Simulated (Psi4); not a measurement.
# OMP2/def2-SVP (density fitting for correlation) run of GaHCl2O (SMILES [OH][Ga]([Cl])[Cl])

Aim: the energy change on altering one bond length of GaHCl2O at OMP2/def2-SVP (density fitting for correlation), from 2 runs. 

The results are computed with Psi4 1.11.

1 further run of the same task is left out (it didn't finish).

### Step 1. Starting point

GaHCl2O: 5 atoms, total charge 0, spin state singlet. SMILES: `[OH][Ga]([Cl])[Cl]`. The coordinates come from a PBE0-D4/def2-TZVP relaxation.

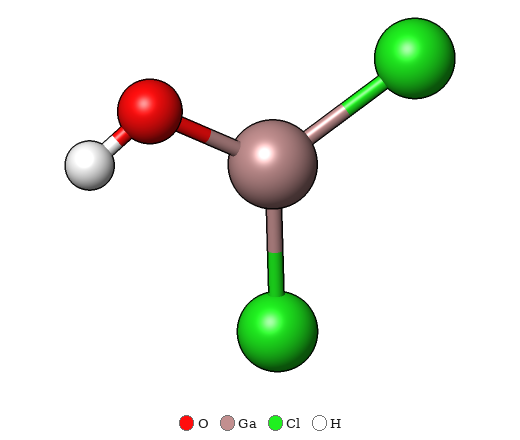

The structure, seen from a chosen angle (oxygen red, gallium pink, chlorine green, hydrogen white).

### Step 2. A single-point energy at OMP2/def2-SVP (density fitting for correlation)

File cl2gaho.json:

```json
{
 "schema_name": "qcschema_input",
 "schema_version": 1,
 "molecule": {
  "schema_name": "qcschema_molecule",
  "schema_version": 2,
  "symbols": ["O", "Ga", "Cl", "Cl", "H"],
  "geometry": [0.4809353, 2.55982301, 0.46468365, 0.22393255, -0.74549696, 0.10733644, 2.83458919, -3.08951324, 1.99876332, -2.66054541, -2.33626841, -2.18414545, -0.78461429, 3.47218278, -0.46487263],
  "molecular_charge": 0,
  "molecular_multiplicity": 1,
  "fix_symmetry": "c1",
  "fix_com": true,
  "fix_orientation": true
 },
 "driver": "energy",
 "model": {
  "method": "omp2",
  "basis": "def2-SVP"
 },
 "keywords": {
  "reference": "rhf",
  "puream": true,
  "e_convergence": 1e-09,
  "d_convergence": 1e-08,
  "scf_type": "pk",
  "num_frozen_docc": 20
 }
}
```

Launch:

```sh
psi4 --qcschema cl2gaho.json -n 1 --memory 2200MB
```

stdout:

```text
[...]
  Running in c1 symmetry.
[...]
  Nuclear repulsion =  438.684256498237289
[...]
  Multiplicity = 1
[...]
  Nalpha       = 37
  Nbeta        = 37
[...]
    Number of basis functions: 87
[...]
   @RHF iter   1: -2915.92180701751931   -3.15052e+00   2.57741e-02 ADIIS/DIIS
[...]
   @RHF iter  12: -2917.24799749865497   -5.00222e-12   5.81076e-09 DIIS
[...]
    Orbital Energies [Eh]
    ---------------------
    Doubly Occupied:
       1A   -378.857720     2A   -104.799949     3A   -104.796438
       4A    -48.224919     5A    -42.567875     6A    -42.564537
       7A    -42.563372     8A    -20.565015     9A    -10.563032
      10A    -10.559707    11A     -8.037474    12A     -8.035154
      13A     -8.034999    14A     -8.034193    15A     -8.031794
      16A     -8.031595    17A     -6.471650    18A     -4.570804
      19A     -4.567157    20A     -4.564648    21A     -1.339463
      22A     -1.285982    23A     -1.283728    24A     -1.280324
      25A     -1.278980    26A     -1.245048    27A     -1.090089
      28A     -1.075450    29A     -0.689879    30A     -0.600557
      31A     -0.540382    32A     -0.524411    33A     -0.510736
      34A     -0.483493    35A     -0.476382    36A     -0.471242
[...]
  @RHF Final Energy: -2917.24799749865497
   => Energetics <=
    Nuclear Repulsion Energy =            438.6842564982372892
    One-Electron Energy =               -4933.6994831068332132
    Two-Electron Energy =                1577.7672291099411268
    Total Energy =                      -2917.2479974986549678
[...]
 Multipole Moments:
 ------------------------------------------------------------------------------------
     Multipole            Electronic (a.u.)      Nuclear  (a.u.)        Total (a.u.)
 ------------------------------------------------------------------------------------
 L = 1.  Multiply by 2.5417464519 to convert [e a0] to [Debye]
 Dipole X            :        -13.3923743           12.9635214           -0.4288528
 Dipole Y            :         91.7615564          -91.3979269            0.3636294
 Dipole Z            :         -3.7411450            3.4285300           -0.3126150
 Magnitude           :                                                    0.6433267
[...]
	Warning: cc_lambda option is changed to TRUE
	For this residual convergence, default PCG convergence is:     1.00e-07
[...]
	DF-MP2 Total Energy (a.u.)         : -2917.90563356724851
[...]
	DF-MP2 Total Energy (a.u.)         : -2917.91672425752495
[...]
	DF-OMP2 Total Energy (a.u.)        : -2917.91672425749357
[...]
```

The result, in JSON:

```text
{
 "driver": "energy",
 "model": {
  "method": "omp2",
  "basis": "def2-SVP"
 },
 "success": true,
 "return_result": -2917.9167242574936,
 "properties": {
  "calcinfo_nbasis": 87,
  "calcinfo_nmo": 87,
  "calcinfo_nalpha": 37,
  "calcinfo_nbeta": 37,
  "calcinfo_natom": 5,
  "nuclear_repulsion_energy": 438.6842564982373,
  "return_energy": -2917.9167242574936,
  "scf_one_electron_energy": -4933.699483106833,
  "scf_two_electron_energy": 1577.7672291099411,
  "scf_dipole_moment": [-0.42885283006184594, 0.36362944156120136, -0.31261503473078234],
  "scf_total_energy": -2917.247997498655,
  "scf_iterations": 12,
  "mp2_singles_energy": 0.0,
  "mp2_doubles_energy": -0.657636068593705,
  "mp2_correlation_energy": -0.657636068593547,
  "mp2_total_energy": -2917.9056335672485
 }
}
```

Wall time 18 s (1 thread of Intel Xeon 6975P-C (Granite Rapids), shared host); peak memory 0.33 GiB.

### Step 3. The distorted shape at the same level

File input.in:

```
memory 2200 MB

molecule m {
  O      1.11367041     2.10367147     0.92943345
  Ga     0.85666765    -1.20164850     0.57208624
  Cl     3.46732430    -3.54566478     2.46351312
  Cl    -2.02781030    -2.79241995    -1.71939566
  H     -0.78461429     3.47218278    -0.46487263
  units bohr
  symmetry c1
  no_reorient
  no_com
}

set {
  basis def2-SVP
  puream true
  e_convergence 1e-09
  d_convergence 1e-08
  scf_type pk
  num_frozen_docc 20
}

energy('omp2')
```

Launch:

```sh
psi4 -n 1 input.in input.out
```

input.out:

```text
[...]
  Running in c1 symmetry.
[...]
  Nuclear repulsion =  435.981341071432780
[...]
  Multiplicity = 1
[...]
  Nalpha       = 37
  Nbeta        = 37
[...]
    Number of basis functions: 87
[...]
   @RHF iter   1: -2915.76050540610595   -3.30367e+00   2.58935e-02 ADIIS/DIIS
[...]
   @RHF iter  14: -2917.14052982818430    4.54747e-13   2.73111e-09 DIIS
[...]
    Orbital Energies [Eh]
    ---------------------
    Doubly Occupied:
       1A   -378.853530     2A   -104.796301     3A   -104.794988
       4A    -48.220788     5A    -42.563715     6A    -42.560395
       7A    -42.559234     8A    -20.591724     9A    -10.559455
      10A    -10.558261    11A     -8.033904    12A     -8.032745
      13A     -8.031598    14A     -8.031438    15A     -8.030338
      16A     -8.030147    17A     -6.467556    18A     -4.566656
      19A     -4.563048    20A     -4.560557    21A     -1.309653
      22A     -1.281872    23A     -1.279574    24A     -1.276191
      25A     -1.274867    26A     -1.202732    27A     -1.086868
      28A     -1.073133    29A     -0.619699    30A     -0.553298
      31A     -0.534225    32A     -0.516777    33A     -0.495746
      34A     -0.479885    35A     -0.472819    36A     -0.469212
[...]
  @RHF Final Energy: -2917.14052982818430
   => Energetics <=
    Nuclear Repulsion Energy =            435.9813410714327802
    One-Electron Energy =               -4928.6544885115590660
    Two-Electron Energy =                1575.5326176119415322
    Total Energy =                      -2917.1405298281842988
[...]
 Multipole Moments:
 ------------------------------------------------------------------------------------
     Multipole            Electronic (a.u.)      Nuclear  (a.u.)        Total (a.u.)
 ------------------------------------------------------------------------------------
 L = 1.  Multiply by 2.5417464519 to convert [e a0] to [Debye]
 Dipole X            :        -59.6897620           59.1531841           -0.5365779
 Dipole Y            :        125.1826825         -124.6969894            0.4856931
 Dipole Z            :        -37.7448965           37.3552652           -0.3896312
 Magnitude           :                                                    0.8219648
[...]
	Warning: cc_lambda option is changed to TRUE
	For this residual convergence, default PCG convergence is:     1.00e-07
[...]
	DF-MP2 Total Energy (a.u.)         : -2917.81768999152064
[...]
	DF-MP2 Total Energy (a.u.)         : -2917.83276811382484
[...]
	DF-OMP2 Total Energy (a.u.)        : -2917.83276811381575
[...]
```

It took 25 s on 1 thread of Intel Xeon 6975P-C (Granite Rapids), shared host; peak memory 0.34 GiB.

### Step 4. Summary of results

At OMP2/def2-SVP (density fitting for correlation), 20 core orbitals frozen:

| quantity | value |
| --- | --- |
| first shape: total energy | -2917.91672 Eh |
| first shape: HOMO energy (Hartree–Fock orbitals) | -12.64 eV |
| first shape: LUMO energy (Hartree–Fock orbitals) | 2.07 eV |
| first shape: HOMO–LUMO gap (Hartree–Fock orbitals) | 14.70 eV |
| first shape: correlation energy (20 core orbitals frozen) | -668.7 mEh |
| distorted shape: total energy | -2917.83277 Eh |
| distorted shape: HOMO energy (Hartree–Fock orbitals) | -12.56 eV |
| distorted shape: LUMO energy (Hartree–Fock orbitals) | 1.32 eV |
| distorted shape: HOMO–LUMO gap (Hartree–Fock orbitals) | 13.89 eV |
| distorted shape: correlation energy (20 core orbitals frozen) | -692.2 mEh |
| energy change with the O1–H5 bond stretched from 0.961 to 1.442 Å | 2.285 eV |

In words: With the O1–H5 bond stretched from 0.961 to 1.442 Å the energy rises by 2.28 eV (220 kJ/mol). The first shape isn't relaxed at this level, so the change isn't measured from a minimum.
